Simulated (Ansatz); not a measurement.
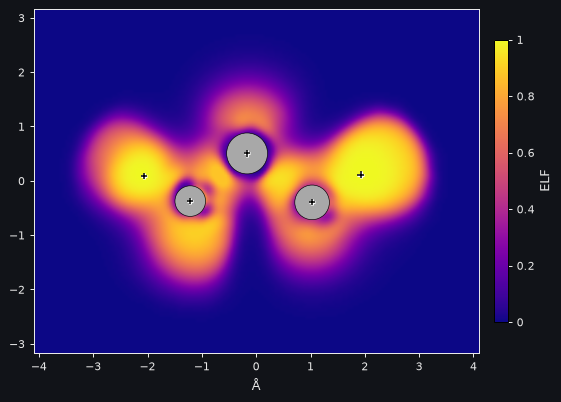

The electron localisation function on a plane through atoms (crosses mark nuclei in the plane; grey discs cover the cores).

All numbers below come from Ansatz, isolated molecule in a Gaussian basis; Kohn-Sham density functional theory, functional PBE0.

Candidates:
A. CBFO2 (SMILES O=[C+][B-](=O)F)
B. CH3FSe (SMILES FC[SeH])
C. CH6NO (SMILES [NH3+]CO) (charge +1)

Q: Which system is this?

A: Candidate C: CH6NO on the plane of atoms C1, O3 and H9, which holds C, N, O and H. C–O (1.37 Å): the ELF peaks at about 0.90 between the atoms, as expected for a polar covalent bond. C–N (1.50 Å): the ELF peaks at about 0.95 between the atoms; a covalent bond.
